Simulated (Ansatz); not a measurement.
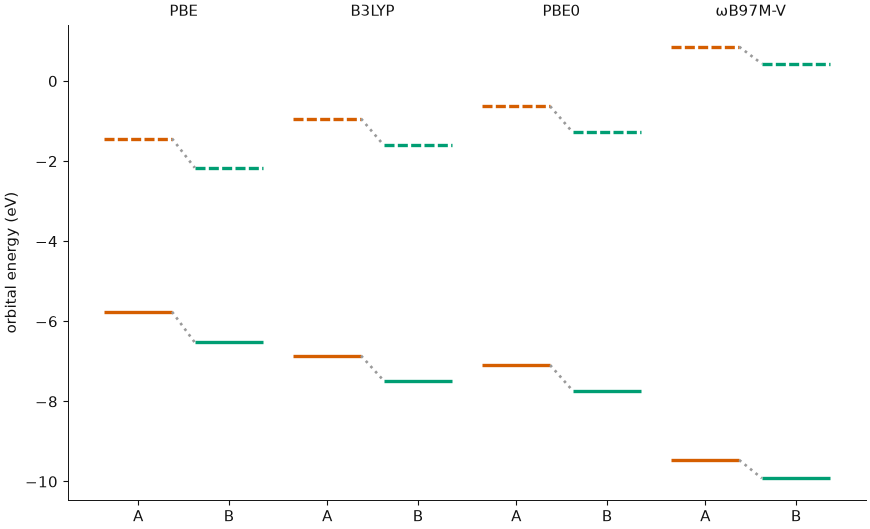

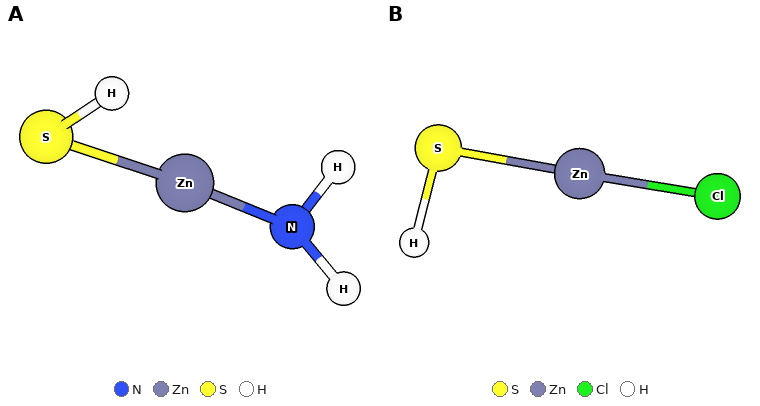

One change: A, ZnNH₃S (SMILES [NH2][Zn][SH]), becomes B, ZnHSCl (SMILES [SH][Zn][Cl]). NH₂ on Zn is replaced by Cl. HOMO (solid) and LUMO (dashed) computed in def2-TZVPP at PBE0-D4/def2-TZVP geometries, both minima by their frequencies, gas phase, the Ansatz code. Empty levels above zero depend strongly on the basis.

### What does the change do to HOMO and LUMO?

PBE: the HOMO falls by 0.76 eV, the LUMO falls by 0.73 eV, and the separation goes from 4.33 to 4.36 eV. B3LYP: the HOMO falls by 0.63 eV, the LUMO falls by 0.66 eV, and the separation goes from 5.92 to 5.88 eV. PBE0: the HOMO falls by 0.64 eV, the LUMO falls by 0.66 eV, and the separation goes from 6.46 to 6.45 eV. ωB97M-V: the HOMO falls by 0.46 eV, the LUMO falls by 0.42 eV, and the separation goes from 10.32 to 10.35 eV.

### Do the functionals agree on the effect?

They agree on the direction for both levels; the HOMO shift lies between −0.76 and −0.46 eV and the LUMO shift between −0.73 and −0.42 eV, while the separations themselves differ by up to 6.0 eV between functionals.
